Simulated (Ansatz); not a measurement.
**ZrH$_{3}$Cl$_{2}$O$_{2}$: nudged elastic band (part 2 of 2)**

Continued. System: ZrH$_{3}$Cl$_{2}$O$_{2}$, multiplicity 2. Method: UKS PBE0-D4/def2-SVP (Ansatz 0.2.0). The run did not end well. It belongs to a series of runs on one base structure; here: band between the two ends.

Geometry of the input (Å):
```
Zr -0.0378  0.0649  0.0042
Cl 0.2532  0.6815  2.2679
Cl 2.0493  -0.0323  -1.1013
O  -1.1278  1.3551  -0.8515
H  -1.7364  1.9431  -1.2984
O  -0.8521  -1.6433  -0.0679
H  -1.3355  -2.4647  -0.1544
H  -0.1489  -0.6007  5.3651
```

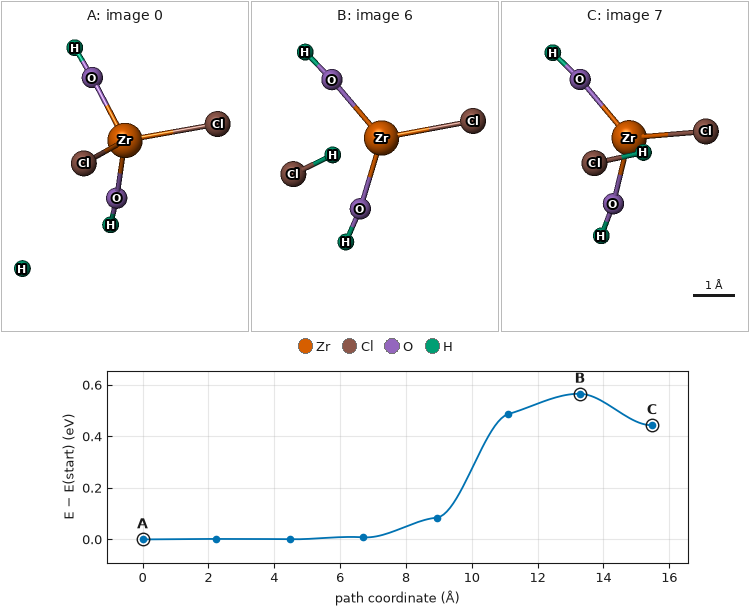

*Images of the last band (counted from 0; ball-and-stick, seen at a tilt) above the energy along the path; the line is a cubic interpolation that uses the forces.*

The highest image is number 6, 0.565 eV above the start and 0.122 eV above the end; the end lies 0.443 eV above the start. The path is 15.47 Å long. The band had not converged after 60 iterations.

```
Unfinished report: {"positions_ang":[[0.04048230108078301,-0.2328048001055501,-0.4049661991278095],[-0.987324204697124,0.14839907502812674,3.142248463121387],[2.381793006236545,-0.2119763920651873,-0.8237539554082431],[-0.9103929961596712,1.42388757451537,-0.42809040744501986],[-1.4563247031613362,2.208150390373005,-0.4644387006476733],[-0.8431746826597752,-1.9029186666249414,-0.11774183734140903],[-1.3891091043192594,-2.6807057512237837,-0.008703529431567464],[0.22805037367983935,0.5515695701029614,3.2690471562803376]],"unchecked":["starts","cluster_reference","orbital_swaps","neighbouring_geometries","increment"],"mean_field":{"relativity":"none","state":{"energy":{"ev":-30449.72625786644,"hartree":-1119.0068004108352},"converged":true,"gradient_ev":0.000018356779168891688,"stability":{"kind":"minimum","curvature_ev":2.3586895296861714},"curvature_floor_ev":0.00030000000000000003,"spin_squared":0.7524670805027505},"others":[],"fillings":{"estimated":0,"unestimated":0,"tried":0,"untried":0,"excluded_magnetic_sites":0},"n_dropped_functions":0,"n_trapped_functions":0,"passes":{"evaluations":4,"products":35},"factors":{"origin":"Cholesky decomposition","count":1137,"bound_ev":0.000752848177785089},"gradient_stop_ev":0.00007076068589058514,"reference_kind":"stationary","functional":{"name":"PBE0","citations":["Adamo & Barone, J. Chem. Phys. 110, 6158 (1999) doi:10.1063/1.478522","Perdew, Burke & Ernzerhof, Phys. Rev. Lett. 77, 3865 (1996) doi:10.1103/PhysRevLett.77.3865"],"text":"name \"PBE0\"\ncite \"Adamo & Barone, J. Chem. Phys. 110, 6158 (1999) doi:10.1063/1.478522\"\ncite \"Perdew, Burke & Ernzerhof, Phys. Rev. Lett. 77, 3865 (1996) doi:10.1103/PhysRevLett.77.3865\"\nparent pbe\nparameter a = 0.25\nparameter kappa = 0.804\nparameter beta = 0.06672455060314922\nexchange = (1 - a)*pbe_x(kappa = kappa, mu = beta*pi^2/3) + a*exact_x\ncorrelation = pbe_c(beta = beta)\n","parameters":{"a":{"value":0.25,"default":0.25},"beta":{"value":0.06672455060314922,"default":0.06672455060314922},"kappa":{"value":0.804,"default":0.804}},"final_grid":{"core_spheres":13.0,"valence_spheres":11.0,"degree":36.0},"final_grid_parameter_source":"default","radial_points_factor":1.0,"radial_grid_error_ev":3.235511906987185e-7,"grid_sensitivity":"normal","grid_sensitivity_ratio":0.001870803151768979},"unsmoothed_excess_ev":-0.00006189986282011345,"symmetry":{"irreps":["A"],"axes":[[0.9994996088784895,-0.023368359871552277,0.021317870640848748],[0.023942760597378324,0.9993459667392552,-0.027099501415340184],[-0.02067065714298807,0.027596349738634313,0.9994054059361397]],"occupied":[{"A":33},{"A":32}]},"held":{"pivots":1133,"left_out":0,"joined":4},"density_repulsion":{"missed_ev":0.000024298738291081858,"excess_ev":8.120682293827191e-9,"most_excess_ev":0.0001755,"are_drawn_again":false,"n_first_factors":1137,"energy_change_ev":0.0,"n_dropped_ends":0}},"factors":{"origin":"Cholesky decomposition","count":1137,"bound_ev":0.000752848177785089},"n_frozen":0,"n_occupied":[33,32],"n_virtual":[77,78],"reference":{"ev":-30449.72625786644,"hartree":-1119.0068004108352},"dispersion":{"energy":{"ev":-0.1665873750855174,"hartree":-0.0061219731174143605},"switches_in_reach":[]},"total":{"ev":-30449.892845241528,"hartree":-1119.0129223839526},"forces_ev_per_angstrom":[[-0.01917858583857998,-0.012414248256448424,0.011132960500544454],[-0.0016928139722163483,-0.0031314544835031348,-0.0004234930046963688],[0.005268668757110986,-0.00024000748072568136,0.006691368235239595],[0.014906375311091617,-0.005019070093985903,-0.020782344567761422],[-0.009341055878473909,0.002102560467024693,0.01160936360876041],[-0.007213606507096911,0.02379131064493046,-0.023835922767685664],[0.012496961790125494,-0.002622250177649159,0.018631807463675012],[0.00475405633627515,-0.0024668406109907694,-0.0030237394686334]],"charge_distribution":{"dipole_moment_e_ang":[-0.5387321635559174,0.09918612323624472,0.28457568569040237],"mulliken_charges_e":[0.7275870254567103,-0.1060650809995991,-0.32581577541340323,-0.4349037954598227,0.20171987390112223,-0.4355119724283778,0.20127575628601901,0.1717139686572986],"lowdin_charges_e":[-0.5824534245036581,0.16914752014244527,0.2238627896301999,0.09501107422526456,-0.0006747530969035687,0.09500813302257782,-0.00024998952062937896,0.00034865010060969315]},"n_threads":4,"memory_gib":4.261363637633622,"seconds":{"hamiltonian":2.638027665,"orbitals":0.0,"second_order":0.0,"solver_start":0.0,"cycles":0.0,"cycle":0.0,"perturbative":0.0,"full_ci_increment":0.0,"forces":0.0}}
this run last wrote the band of iteration 60 to [file]
Error: NEB band did not converge after 60 iterations: max|band force component| = 7.38e-1 eV/Å (threshold 3.0e-2); raise `neb.max_iterations` in a new run, which can start from the last band evaluated (`neb.initial_path`, with `crystal.atoms` and `neb.final_atoms` set to its first and last images), add images, or start from endpoints closer to local minima. Where this run's directory can be resumed (`checkpoint.write`), a resume goes on for up to `neb.max_iterations` more; to start a new run from the last band, take its images' positions from the `neb_iteration` event of iteration 60 (`data.images[].positions_ang`), in the event stream of the run that computed that iteration (not this run's, if it was resumed behind it). With `checkpoint.write`, `steps/00-neb/state/checkpoint.json` in the run directory holds the last saved band, under `neb.evaluated.images[].positions_ang` (a band under a hybrid functional on support functions is neither saved nor resumed: `neb.initial_path` says where its path is): check the last entry of `neb.iterations` there, which is earlier than 60 if that iteration was not saved or its write failed. If the band's step has no `state` directory and holds `state.next`, a write was cut short, and the file is under `state.next` instead (behind a loss of power it can be under `state.prev`)
this run wrote the band of iteration 60 to [file] as well, whether or not its events were kept: a new run's `neb.initial_path` can list its `images[].positions_ang`
a run's events are kept only if it was started with --events-out <file>, and are in that file
```

## The last band as extended XYZ (Å, eV, eV/Å)
```
8
Properties=species:S:1:pos:R:3:forces:R:3 image=0 energy=-30450.45823
Zr   -0.0378    0.0649    0.0042    0.0073  -0.0049   0.0025
Cl    0.2532    0.6815    2.2679   -0.0011   0.0014  -0.0039
Cl    2.0493   -0.0323   -1.1013   -0.0033   0.0001   0.0012
O    -1.1278    1.3551   -0.8515   -0.0005   0.0023   0.0020
H    -1.7364    1.9431   -1.2984   -0.0016  -0.0002  -0.0017
O    -0.8521   -1.6433   -0.0679   -0.0005   0.0017   0.0000
H    -1.3355   -2.4647   -0.1544    0.0001   0.0004   0.0002
H    -0.1489   -0.6007    5.3651   -0.0003  -0.0009  -0.0003
8
Properties=species:S:1:pos:R:3:forces:R:3 image=1 energy=-30450.45639
Zr   -0.1658   -0.1700    0.0778    0.0122  -0.0005  -0.0273
Cl   -0.3195   -0.2810    2.4341   -0.0051  -0.0023  -0.0018
Cl    2.0865    0.0574   -0.6026   -0.0026   0.0009   0.0058
O    -1.1458    1.3300   -0.5366   -0.0002  -0.0186  -0.0082
H    -1.6966    2.0036   -0.9353    0.0008   0.0087   0.0121
O    -0.8672   -1.7649   -0.6646   -0.0220   0.0132   0.0193
H    -1.3216   -2.5078   -1.0616    0.0147  -0.0039  -0.0062
H     0.4940    0.6363    5.4524    0.0022   0.0024   0.0063
8
Properties=species:S:1:pos:R:3:forces:R:3 image=2 energy=-30450.45766
Zr    0.0502   -0.3188    0.0585    0.0321  -0.0034   0.0064
Cl    0.6257   -0.7752    2.3056   -0.0066  -0.0030  -0.0070
Cl    1.9981   -0.1604   -1.2719   -0.0095   0.0048  -0.0037
O    -0.8906    1.3248   -0.0110   -0.0338  -0.0312   0.0029
H    -1.5269    2.0368   -0.0781    0.0214   0.0260  -0.0051
O    -1.0334   -1.7269   -0.5956   -0.0188   0.0008   0.0070
H    -1.6506   -2.3831   -0.9195    0.0164   0.0041  -0.0013
H    -0.5085    1.3064    4.6755   -0.0012   0.0018   0.0008
8
Properties=species:S:1:pos:R:3:forces:R:3 image=3 energy=-30450.45004
Zr    0.1773   -0.1380   -0.0337   -0.0172  -0.0043   0.0054
Cl    1.2785    0.0163    2.0513   -0.0052   0.0037  -0.0155
Cl    1.7624   -0.3144   -1.7784   -0.0048   0.0016  -0.0043
O    -0.8671    1.4244   -0.2861    0.0584   0.0166   0.0884
H    -1.3557    2.2454   -0.2276   -0.0408  -0.0167  -0.0626
O    -0.9217   -1.6803   -0.0189    0.0272  -0.0252   0.0130
H    -1.4831   -2.4547    0.0138   -0.0211   0.0249  -0.0163
H    -1.5266    0.2049    4.4433    0.0036  -0.0006  -0.0081
8
Properties=species:S:1:pos:R:3:forces:R:3 image=4 energy=-30450.37382
Zr    0.0625   -0.1804    0.4481   -0.2193  -0.7251   0.3302
Cl    1.1086   -0.1779    2.6111    0.0869  -0.0186   0.0364
Cl    1.9221   -0.4603   -0.9781   -0.0182  -0.0252  -0.1147
O    -0.7085    1.4826    0.0235    0.0590  -0.0124  -0.0363
H    -0.9785    2.2355   -0.4889   -0.1891   0.4392  -0.1590
O    -1.1856   -1.6104    0.1538    0.3067   0.3401  -0.0046
H    -2.0028   -2.0546   -0.0789    0.0654  -0.0044   0.0361
H    -1.1538    0.0691    2.4730   -0.0913   0.0065  -0.0881
8
Properties=species:S:1:pos:R:3:forces:R:3 image=5 energy=-30449.97129
Zr    0.0210   -0.0214   -0.3139   -0.0346   0.0456  -0.1663
Cl    0.0378    0.0267    3.2720    0.0003  -0.0186  -0.0145
Cl    2.1527   -0.3993   -1.2907   -0.0531   0.0158   0.0263
O    -0.8617    1.6562   -0.5022    0.0757  -0.0493   0.0780
H    -1.3296    2.4902   -0.5405    0.0021  -0.0049  -0.0387
O    -0.9374   -1.4890    0.5279    0.1109   0.1506   0.0680
H    -1.6422   -2.1300    0.6248   -0.0063  -0.0672   0.0678
H    -0.3766   -0.8298    2.3862   -0.0949  -0.0722  -0.0207
8
Properties=species:S:1:pos:R:3:forces:R:3 image=6 energy=-30449.89278
Zr    0.0405   -0.2328   -0.4050   -0.0192  -0.0124   0.0111
Cl   -0.9873    0.1484    3.1422   -0.0017  -0.0031  -0.0004
Cl    2.3818   -0.2120   -0.8238    0.0053  -0.0002   0.0067
O    -0.9104    1.4239   -0.4281    0.0149  -0.0050  -0.0208
H    -1.4563    2.2081   -0.4644   -0.0093   0.0021   0.0116
O    -0.8432   -1.9029   -0.1177   -0.0072   0.0238  -0.0238
H    -1.3891   -2.6807   -0.0087    0.0125  -0.0026   0.0186
H     0.2281    0.5516    3.2690    0.0048  -0.0025  -0.0030
8
Properties=species:S:1:pos:R:3:forces:R:3 image=7 energy=-30450.01489
Zr   -0.1690   -0.2364   -0.2412    0.0011  -0.0114   0.0016
Cl   -0.2655    0.4966    3.3662   -0.0261   0.0045   0.0176
Cl    2.0347   -0.0954    0.7347    0.0000  -0.0047  -0.0050
O    -1.1220    1.3487   -0.6929   -0.0048  -0.0023  -0.0006
H    -1.6792    2.1000   -0.8947    0.0015   0.0042   0.0006
O    -1.0366   -1.9252   -0.3993   -0.0094  -0.0041   0.0042
H    -1.5638   -2.7218   -0.4601    0.0143   0.0134  -0.0045
H     0.8655    0.3371    2.7508    0.0233   0.0004  -0.0140
```

## What the run reported

| quantity | value |
| --- | --- |
| outcome | not converged |
| barrier, forward (band not converged) | 0.565 eV |
| barrier, backward | 0.122 eV |
| hardware | 4 threads of AMD EPYC (Zen 3), 24 GiB of memory available, shared host |
| wall time | 16 min (CPU time 60 min) |
| peak memory | 0.43 GiB |

The run did not converge: “NEB band did not converge after 60 iterations: max|band force component| = 7.38e-1 eV/Å (threshold 3.0e-2); raise `neb.max_iterations` in a new run, which can start from the last band evaluated (`neb.initial_path`, with `crystal.atoms` and `neb.final_atoms` set to its first and last images), add images, or start from endpoints closer to local minima …” Its last values are not results.
